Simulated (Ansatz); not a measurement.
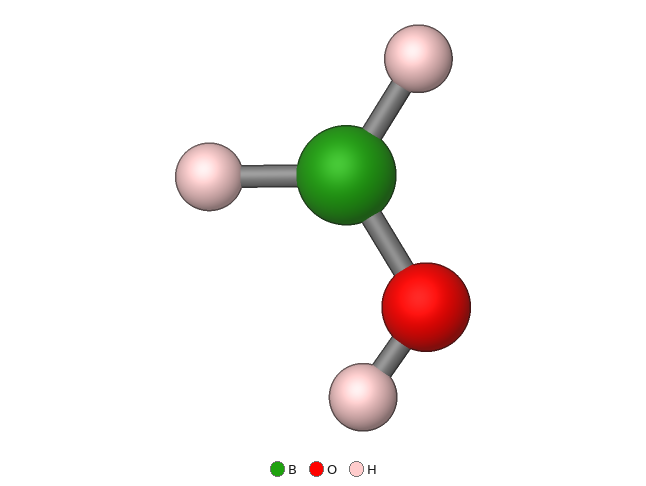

The picture shows a molecular structure as a ball-and-stick model.

Question: Give the formula.

Answer: BH3O, 5 atoms: 1 boron, 3 hydrogen and 1 oxygen.

Question: How many bonds of each kind are drawn?

Answer: 2 B–H, 1 B–O, 1 O–H.

Question: Name some functional groups or characteristic bonds that it holds.

Answer: Among them: B–H bond.

More results for the same structure follow; atom numbers are the same in all pictures, views and colours differ. Computed geometry: PBE0-D4/def2-TZVP optimisation.

### Shape

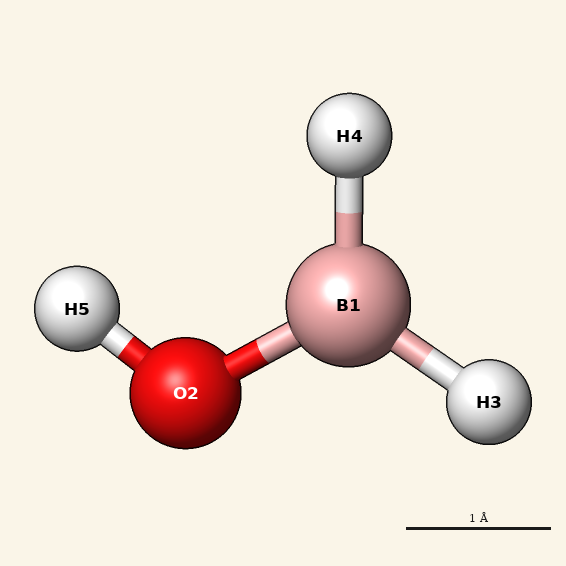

Question: Describe the coordination of atom 2.

Answer: O2 has 2 neighbours (B1 at 1.35, H5 at 0.96 Å); the arrangement is bent.

Question: Describe the coordination of atom 1.

Answer: B1 has 3 neighbours (O2 at 1.35, H3 at 1.20, H4 at 1.20 Å); the arrangement is trigonal planar.

### Thermal motion

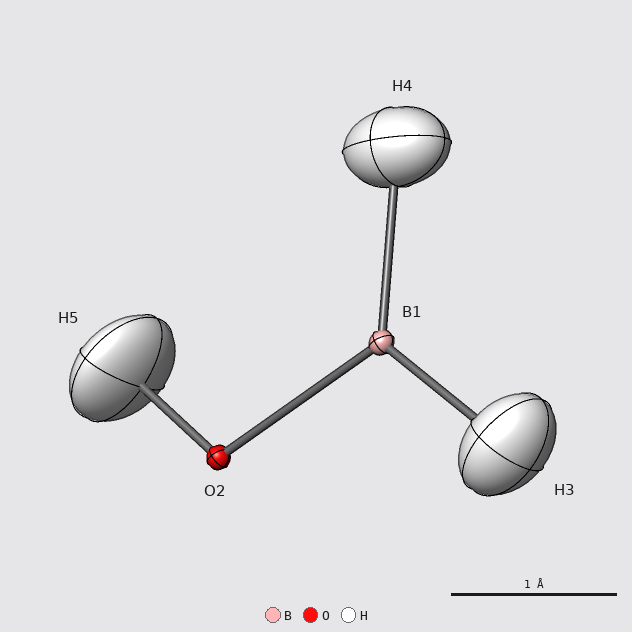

Displacement ellipsoids at the 50 % level, enlarged 2 times, from the internal vibrations of the free molecule (harmonic, no overall translation or rotation; no half-axis is drawn under 0.075 Å). Vibrations computed with RKS PBE0-D4/def2-TZVP (Ansatz 0.2.0). Temperature: 298 K.

Question: Which atom has the largest mean-square displacement?

Answer: H5, with U_eq = 0.0115 Å².

Question: Does H5 move more along its bond or across it?

Answer: Across it: the root-mean-square amplitude is 0.065 Å along the bond and up to 0.124 Å across, since bending and torsion are softer than stretching.

Give the displacement parameters, one line for each set of equivalent atoms.

```tsv
atom	U_eq (Å²)	rms amplitudes (Å)
B1	0.00050	0.019, 0.020, 0.027
O2	0.00020	0.011, 0.011, 0.020
H3	0.0095	0.078, 0.095, 0.115
H4	0.0091	0.079, 0.089, 0.115
H5	0.0115	0.065, 0.122, 0.124
```

### Dipole moment

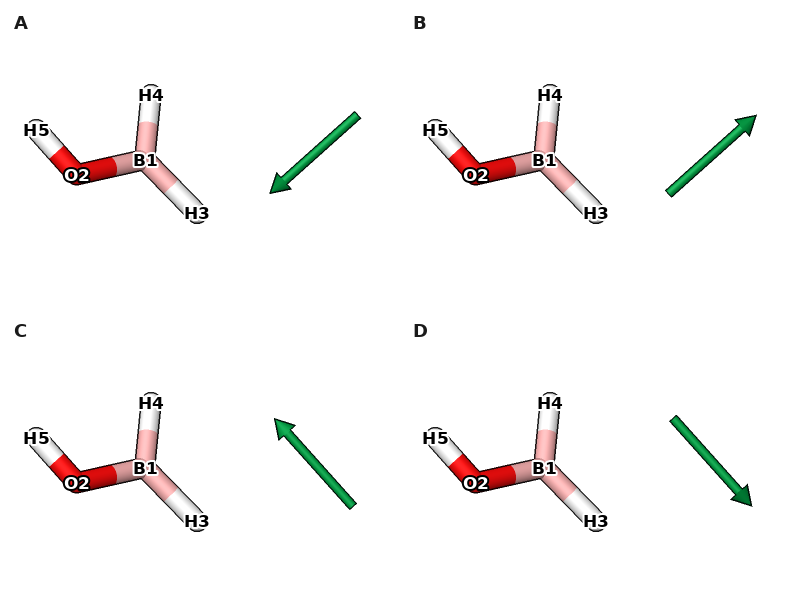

The same molecule four times, each with an arrow. Level of theory: RKS PBE-D4/def2-TZVPP (Ansatz 0.2.0).

Question: Which arrow points along the dipole moment, from the negative to the positive end?

Answer: C. The dipole moment is 1.59 D; it points from the side of H3 to the side of H5 (the outermost atoms at the two ends).

### Charges

The questions are on Mulliken charges. Properties computed with RKS PBE0-D4/def2-TZVP (Ansatz 0.2.0).

Question: Which atom carries the highest charge (most positive or least negative)?

Answer: H5 (0.33 e).

Question: And the lowest?

Answer: O2 (−0.38 e).

List the Mulliken charges.

```json
{"atom": "B1", "value (e)": "0.06"}
{"atom": "O2", "value (e)": "−0.38"}
{"atom": "H3", "value (e)": "0.00"}
{"atom": "H4", "value (e)": "−0.01"}
{"atom": "H5", "value (e)": "0.33"}
```

### Electronic properties

Level of theory: RKS PBE0-D4/def2-SVP (Ansatz 0.2.0).

What does the calculation give?

- HOMO energy (Kohn–Sham orbital): −8.73 eV
- LUMO energy (Kohn–Sham orbital): −0.16 eV
- HOMO–LUMO gap: 8.57 eV

Mulliken values depend strongly on the basis set and can even reverse the polarity of a bond.
